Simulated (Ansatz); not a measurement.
**doublet SiH3: levels of theory compared**

We compute a comparison of 6 runs (U-r2SCAN0/cc-pVTZ, UBHLYP/cc-pVTZ, UHSE06/cc-pVTZ, USVWN5/cc-pVTZ, RPA@PBE0/cc-pVTZ, UMP2/cc-pVTZ) of doublet SiH3. 

The calculation is run with Ansatz 0.2.0.

2 further runs of the same task are left out: 2 set aside as unsound or not needed.

### Step 1. Starting point

SiH3 has 4 atoms, charge 0, and is taken as a doublet. As SMILES of the parent species, `[SiH3-]`. Geometry: relaxed at PBE0-D4/def2-TZVPD. That shape belongs to the parent species and isn't relaxed for this state.

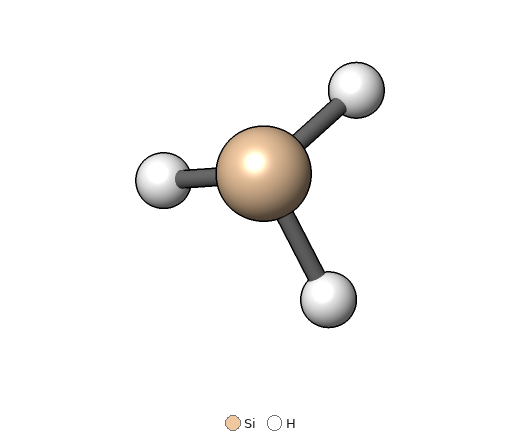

Viewed from a chosen angle; silicon light orange, hydrogen white.

### Step 2. The energy at U-r2SCAN0/cc-pVTZ (run 1)

molecule.yaml reads:

```yaml
basis:
  gaussian:
    orbitals: cc-pVTZ
crystal:
  periodic: [false, false, false]
  atoms:
    - {symbol: Si, position_ang: [0.539700, -0.050700, -0.300900]}
    - {symbol: H, position_ang: [0.426600, 0.622300, 1.085900]}
    - {symbol: H, position_ang: [-0.298500, -1.283700, 0.106800]}
    - {symbol: H, position_ang: [-0.667800, 0.712200, -0.891800]}
total_charge: 0
magnetization:
  spin_polarized: true
  initial_magnetization: 1
hamiltonian:
  xc: {name: r2SCAN0}
accuracy: high
output: {orbitals: {seedname: orbitals}}
```

The run is started by

```bash
$ ansatz run molecule.yaml --threads 1 --pin off --max-ram 3480MiB --events-out events.jsonl --progress --plain --runs-dir runs
```

The program printed:

```text
Warning: RAYON_NUM_THREADS=1 ignored (pool sized by the plan → 1); use --threads N
Functional definition: r2SCAN0
  name "r2SCAN0"
  parameter a = 0.25
  parameter k0 = 0.174
  parameter k1 = 0.065
  parameter a1 = 4.9479
  exchange = (1 - a)*r2scan_x(k0 = k0, k1 = k1, a1 = a1) + a*exact_x
  correlation = r2scan_c
1276 factors; integrals over basis functions are off by at most 3.4e-9 eV
mean field evaluation 1: about -7922.9486 eV, gradient 8.2e0 eV
mean field evaluation 2: about -7923.3805 eV, gradient 4.4e0 eV
mean field evaluation 4: about -7923.5408 eV, gradient 7.3e-1 eV
mean field evaluation 8: about -7923.5640 eV, gradient 3.6e-2 eV
mean field evaluation 16: about -7923.5640 eV, gradient 3.8e-5 eV
mean field -7923.56404972 eV, -291.1856080425 hartree, gradient 3.6e-8 eV, S^2 0.753778; 0 other end points of the search recorded, 0 dependent functions left out
reference -7923.56405162 eV, -291.1856081125 hartree; 9, 8 occupied and 67, 68 virtual orbitals, 1276 factors
Total energy: -7923.56405162 eV, -291.1856081125 hartree
```

Wall time 7.8 s (1 thread of Arm Neoverse V2, shared host); peak memory 0.25 GiB.

### Step 3. The energy at UBHLYP/cc-pVTZ (run 2)

Changes to molecule.yaml since step 2:

```diff
@@ -10,3 +10,2 @@
     - {symbol: H, position_ang: [-0.667800, 0.712200, -0.891800]}
-total_charge: 0
 magnetization:
@@ -15,3 +14,3 @@
 hamiltonian:
-  xc: {name: r2SCAN0}
+  xc: {name: BHLYP}
 accuracy: high
```

The run is started by

```bash
$ ansatz run molecule.yaml --threads 1 --pin off --max-ram 3480MiB --events-out events.jsonl --progress --plain --runs-dir runs
```

The program printed:

```text
Warning: RAYON_NUM_THREADS=1 ignored (pool sized by the plan → 1); use --threads N
Functional definition: BHLYP
  name "BHLYP"
  parameter a = 0.5
  exchange = (1 - a)*b88_x + a*exact_x
  correlation = lyp_c
1276 factors; integrals over basis functions are off by at most 3.4e-9 eV
mean field evaluation 1: about -7923.8481 eV, gradient 7.2e0 eV
mean field evaluation 2: about -7924.2555 eV, gradient 2.7e0 eV
mean field evaluation 4: about -7924.3181 eV, gradient 6.0e-1 eV
mean field evaluation 8: about -7924.3666 eV, gradient 4.6e-2 eV
mean field evaluation 16: about -7924.3667 eV, gradient 5.1e-5 eV
mean field -7924.36665996 eV, -291.2151034249 hartree, gradient 5.6e-8 eV, S^2 0.752379; 0 other end points of the search recorded, 0 dependent functions left out
reference -7924.36668177 eV, -291.2151042264 hartree; 9, 8 occupied and 67, 68 virtual orbitals, 1276 factors
Total energy: -7924.36668177 eV, -291.2151042264 hartree
```

Wall time 4.5 s (1 thread of Arm Neoverse V2, shared host); peak memory 0.18 GiB.

### Step 4. A single-point energy at UHSE06/cc-pVTZ (run 3)

input.yaml reads:

```yaml
crystal:
  periodic: [false, false, false]
  atoms:
    - {symbol: Si, position_ang: [0.539700, -0.050700, -0.300900]}
    - {symbol: H, position_ang: [0.426600, 0.622300, 1.085900]}
    - {symbol: H, position_ang: [-0.298500, -1.283700, 0.106800]}
    - {symbol: H, position_ang: [-0.667800, 0.712200, -0.891800]}
basis:
  gaussian:
    orbitals: cc-pVTZ
magnetization:
  spin_polarized: true
  initial_magnetization: 1
hamiltonian:
  xc: {name: HSE06}
accuracy: high
output: {orbitals: {seedname: orbitals}}
```

The run is started by

```bash
$ ansatz run input.yaml --threads 1 --pin off --max-ram 3480MiB --events-out events.jsonl --progress --plain --runs-dir runs
```

The program printed:

```text
Warning: RAYON_NUM_THREADS=1 ignored (pool sized by the plan → 1); use --threads N
Functional definition: HSE06
  name "HSE06"
[... 1 set-up line as earlier in the session ...]
  parameter omega = 0.11/bohr
  exchange = pbe_x - a*pbe_x_sr(omega) + a*exact_x_sr(omega)
  correlation = pbe_c
1276 factors; integrals over basis functions are off by at most 3.4e-9 eV
70 factors; integrals over basis functions are off by at most 1.1e-9 eV
mean field evaluation 1: about -7919.9910 eV, gradient 9.5e0 eV
mean field evaluation 2: about -7920.3965 eV, gradient 6.6e0 eV
mean field evaluation 4: about -7920.7769 eV, gradient 3.5e-1 eV
mean field evaluation 8: about -7920.7959 eV, gradient 9.6e-3 eV
mean field evaluation 16: about -7920.7959 eV, gradient 8.5e-7 eV
mean field -7920.79592531 eV, -291.0838813468 hartree, gradient 3.4e-8 eV, S^2 0.752615; 0 other end points of the search recorded, 0 dependent functions left out
reference -7920.79592822 eV, -291.0838814537 hartree; 9, 8 occupied and 67, 68 virtual orbitals, 1276 factors
Total energy: -7920.79592822 eV, -291.0838814537 hartree
```

Run time: 4.2 s. Hardware: 1 thread of Arm Neoverse V2, shared host; peak memory 0.19 GiB.

Runs 4 to 5 aren't shown in full; the table further down has their settings and results.

### Step 5. The energy at UMP2/cc-pVTZ (run 6)

molecule.yaml reads:

```yaml
crystal:
  periodic: [false, false, false]
  atoms:
    - {symbol: Si, position_ang: [0.539700, -0.050700, -0.300900]}
    - {symbol: H, position_ang: [0.426600, 0.622300, 1.085900]}
    - {symbol: H, position_ang: [-0.298500, -1.283700, 0.106800]}
    - {symbol: H, position_ang: [-0.667800, 0.712200, -0.891800]}
basis:
  gaussian:
    orbitals: cc-pVTZ
magnetization:
  spin_polarized: true
  initial_magnetization: 1
correlation:
  method: mp2
  frozen_orbitals: {H: 0, Si: 5}
accuracy: high
```

The run is started by

```bash
$ ansatz run molecule.yaml --threads 1 --pin off --max-ram 3480MiB --events-out events.jsonl --progress --plain --runs-dir runs
```

The program printed:

```text
Warning: RAYON_NUM_THREADS=1 ignored (pool sized by the plan → 1); use --threads N
Functional definition: HF
  name "HF"
  exchange = exact_x
  correlation = 0
1276 factors; integrals over basis functions are off by at most 3.4e-9 eV
mean field evaluation 1: about -7907.2434 eV, gradient 7.6e0 eV
mean field evaluation 2: about -7907.2461 eV, gradient 7.6e0 eV
mean field evaluation 4: about -7908.0167 eV, gradient 9.0e-1 eV
mean field evaluation 8: about -7908.0321 eV, gradient 2.8e-3 eV
mean field -7908.03206389 eV, -290.6148180912 hartree, gradient 8.5e-8 eV, S^2 0.754157; 0 other end points of the search recorded, 0 dependent functions left out
5 core orbitals not correlated: weight in the atoms' cores, before any rotation towards them, 1.000 or more for the frozen orbitals, at most 0.000 for the correlated occupied ones
reference -7908.03206389 eV, -290.6148180912 hartree; 4, 3 occupied and 67, 68 virtual orbitals, 1276 factors
second order -3.23102453 eV of doubles, -0.00000000 eV of singles
Total energy: -7911.26308842 eV, -290.7335560527 hartree
```

Run time: 1 s. Hardware: 1 thread of Arm Neoverse V2, shared host; peak memory 0.14 GiB.

### Step 6. Overview of the runs

```csv
run,level,frozen core orbitals,energy (Eh),HOMO energy (eV),LUMO energy (eV),⟨S²⟩,wall time
1,U-r2SCAN0/cc-pVTZ,–,-291.185608,-7.96,-3.45,0.754,7.8 s
2,UBHLYP/cc-pVTZ,–,-291.215104,-8.64,-2.95,0.752,4.5 s
3,UHSE06/cc-pVTZ,–,-291.083881,-7.27,-4.13,0.753,4.2 s
4,USVWN5/cc-pVTZ,–,-290.020078,-6.44,-5.09,0.752,1.8 s
5,RPA@PBE0/cc-pVTZ,5,-290.846611,–,–,0.753,5.4 s
6,UMP2/cc-pVTZ,5,-290.733556,–,–,0.754,1 s
```

### Step 7. Summary of results

| quantity | value |
| --- | --- |
| run 6: total energy | -290.73356 Eh |
| run 6: correlation energy (5 core orbitals frozen) | -118.7 mEh |
| run 6: ⟨S²⟩ of the reference determinant | 0.754 |

**Reading.** Totals of different functionals can't be ranked against each other. All runs together took 25 s, the longest 7.8 s.
